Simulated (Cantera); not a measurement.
Charge: 1 mol AlN, 13 mol HCl, 1.9 mol N2, equilibrated at 2.25 Torr.

Equilibrium computed with Cantera from the NASA thermochemical tables; the gas is ideal and each condensed phase is pure. Candidate condensed phases: Al, AlCl3, AlN, NH4Cl; 20 gas species. The tables' values for AlCl2 are old estimates; treat these amounts as uncertain. Kinetics and transport are ignored.

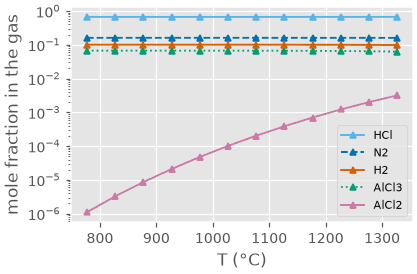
Equilibrium gas composition (values under 1e-9 drawn at 1e-9)

Question: Read off the mole fractions at 977 °C.

Answer: HCl about 0.67, N2 about 0.16, H2 about 0.10, AlCl3 about 0.067, AlCl2 about 4.8e-5.
